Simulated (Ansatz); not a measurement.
# Sn (I4_1/amd): electron–phonon coupling and resistivity, part 2 of 2

The plan: relax Sn (I4_1/amd), check its phonons, and, if the lattice is stable, compute its Eliashberg function and ρ(T).

Ansatz 0.2.0; DFT PBE, scalar-relativistic, plane waves, PAW; PAW set soft_1.

So far, coupling constant λ: step 5 (coupling and resistivity: q 3×3×3, k 9×9×9, scattering …) 0.876; step 6 (k-mesh 12×12×12, scattering mesh 20×20×20, q mesh 4×4×4) 0.886; step 7 (k-mesh 20×20×20, scattering mesh 28×28×28, q mesh 4×4×4) 0.885. Also log mean phonon energy ħω_log (meV): step 5 7.22; step 6 7.19; step 7 7.22. The relaxed cell has a = 5.972, c = 3.188 Å (conventional setting).

In doubt: the program doubts the meshes or the phonons of the coupling sums, which bears on λ, Tc and transport values.

### Step 8. All levels side by side

Times are for 1 × NVIDIA GB200 with 16 threads of Arm Neoverse V2, shared host. Results by setting:

```csv
no.,run,"resistivity at 300 K (μΩ cm, mean of the axes)",coupling constant λ,log mean phonon energy ħω_log (meV),time,memory (GiB)
1,"q 3×3×3, k 9×9×9, scattering 16×16×16",12.32,0.8764,7.225,60 s,5.2
2,"q 4×4×4, k 12×12×12, scattering 20×20×20",12.55,0.8865,7.19,2.2 min,8.9
3,"q 4×4×4, k 20×20×20, scattering 28×28×28",12.57,0.8847,7.224,5.2 min,13
```

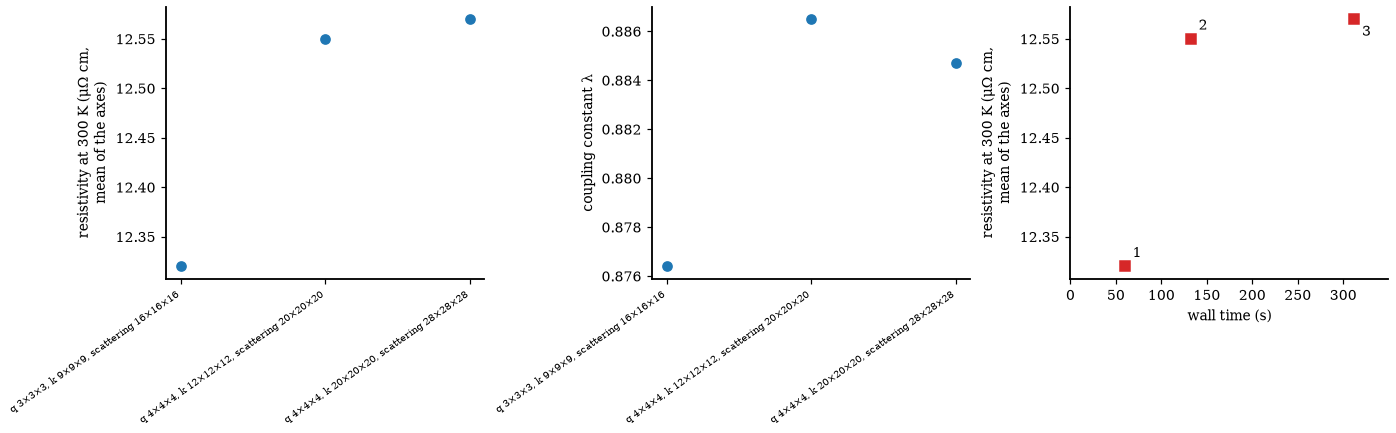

The series as plots; the last panel sets the first result against cost, with the runs numbered as in the table.

The runs together, line α²F. Table of Eliashberg function α²F, α²F by phonon energy; read off at these points:

```csv
phonon energy (meV),"q 3×3×3, k 9×9×9, scattering 16×16×16","q 4×4×4, k 12×12×12, scattering 20×20×20","q 4×4×4, k 20×20×20, scattering 28×28×28"
1.0,0.00274,0.00272,0.00208
2.0,0.0142,0.0136,0.0131
3.0,0.187,0.185,0.182
4.0,0.237,0.224,0.212
5.0,0.180,0.178,0.175
6.0,0.183,0.178,0.177
7.0,0.191,0.192,0.190
8.0,0.251,0.255,0.245
9.0,0.229,0.263,0.268
10.0,0.249,0.239,0.236
11.0,0.290,0.337,0.316
11.1,0.325,0.332,0.299
12.0,0.280,0.370,0.421
12.5,0.633,0.529,0.503
13.0,0.603,0.600,0.607
13.2,0.752,0.730,0.716
13.6,0.693,0.628,0.639
14.0,0.440,0.429,0.436
14.4,0.556,0.527,0.519
15.0,0.197,0.191,0.195
```

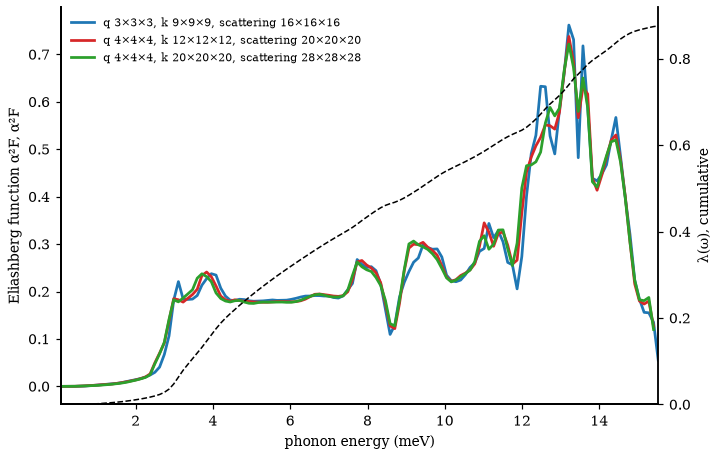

Eliashberg function α²F, α²F, plotted against phonon energy. The dashed line is the running λ.

### Step 9. Summary of results

```json
{
  "run": "PBE, q 4×4×4, k 20×20×20, scattering 28×28×28",
  "coupling constant λ": "0.885",
  "log mean phonon energy ħω_log": "7.22 meV",
  "states at the Fermi level": "0.5 states/eV/spin/cell",
  "resistivity at 300 K": "10.7, 10.7, 16.4 μΩ cm (xx, yy, zz)",
  "Drude plasma energy": "9.27, 9.27, 8.28 eV (xx, yy, zz)",
  "resistivity times mean free path": "7.87, 7.87, 9.46 × 10⁻¹⁶ Ω m² (xx, yy, zz)",
  "change between its two finest scattering meshes": "λ 2 %, resistivity at 300 K 3 %",
  "time of that run": "5.2 min"
}
```

On the last rung that gave a resistivity at the base settings (q 4×4×4, k 20×20×20, scattering 28×28×28), Sn (I4_1/amd) has λ = 0.88 and a phonon-limited resistivity of 12.6 μΩ cm at 300 K. The Sommerfeld coefficient follows from γ = (π²/3) k_B² N(E_F)(1 + λ) with both spins counted, 2.22 with the factor and 1.18 without (mJ/(mol K²), run with q 4×4×4, k 20×20×20, scattering 28×28×28). Across the runs of step 8 the resistivity at 300 K runs from 12.32 μΩ cm, mean of the axes (q 3×3×3, k 9×9×9, scattering 16×16×16) to 12.57 μΩ cm, mean of the axes (q 4×4×4, k 20×20×20, scattering 28×28×28), while the wall time spans a factor of 5.2. The coupling is strong (λ = 0.88), so phonons raise the electrons' mass at the Fermi surface by about 88 %. Values of ρ(T) above 505 K, the melting point, are the model's extrapolation. Values of ρ(T) under 50 K rest on the softest modes, mostly interpolated ones, and are the least sure of the table. The high-temperature form ρ = 2π k_B T λ_tr/(ħ ε₀ ω_p²) gives 11.0 μΩ cm along x at 300 K, against 10.7 from the Boltzmann equation. Conduction is anisotropic: the resistivity differs by a factor of 1.5 between the axes. The three lowest branches give 63 % of λ. By the run's own test, which takes the component that moves most, the resistivity at 300 K moves by 3 % between its two finest scattering meshes; this does not test the q and k meshes. In the run quoted no mode is imaginary at the wavevectors of the 4×4×4 mesh; another run of the session found or stopped at an imaginary mode. In the plain interpolation 0.17 % of the modes are imaginary. A coarser run stopped at an imaginary mode, so the soft modes hang on the meshes. Only scattering by harmonic phonons counts; impurities, grain boundaries and thermal expansion are left out.

Computed beside measured:

| quantity | measured | q 3×3×3, fine 16×16×16 | q 4×4×4, fine 20×20×20 | q 4×4×4, fine 28×28×28 |
| --- | --- | --- | --- | --- |
| resistivity at 273 K (computed: phonon part alone; the measured value holds the sample's residual resistivity) (μΩ cm) | 11.5 | 11.18 (-2.8 %) | 11.39 (-1.0 %) | 11.41 (-0.8 %) |
| Sommerfeld coefficient γ (per mole of Sn) (mJ/(mol K²)) | 1.78 | 2.21 (+24.3 %) | 2.23 (+25.2 %) | 2.22 (+24.8 %) |

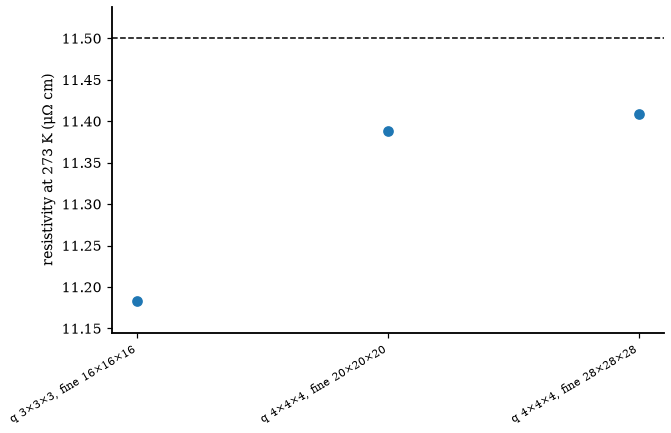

The resistivity at 273 K by level; the dashed line is the measured value.

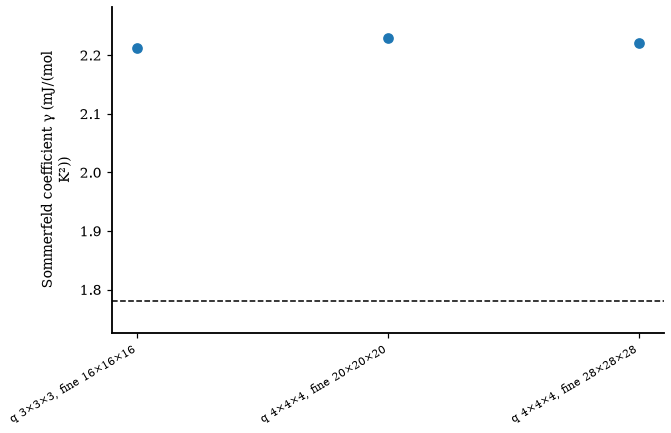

The Sommerfeld coefficient γ by level; the dashed line is the measured value.

Measured values from CRC Press, section 12, read from Wikipedia's data page (2003) and C. Kittel, read from Wikipedia's page on electronic specific heat (2005).

**Verdict.** For the resistivity at 273 K, of the levels listed nearest comes q 4×4×4, fine 28×28×28 (-0.8 %) and farthest q 3×3×3, fine 16×16×16 (-2.8 %). For the Sommerfeld coefficient γ, of the levels listed nearest comes q 3×3×3, fine 16×16×16 (+24.3 %, a clear miss) and farthest q 4×4×4, fine 20×20×20 (+25.2 %, a clear miss).

[Logs are printed without paths, hosts, clocks, repeated set-up lines and the standing remarks that a program may print on its own settings, such as how far it seeks lower states.]

[Hosts, paths, dates, database ids (printed as entryN), source tags and the programs' standing remarks are cut or masked in the printed files.]
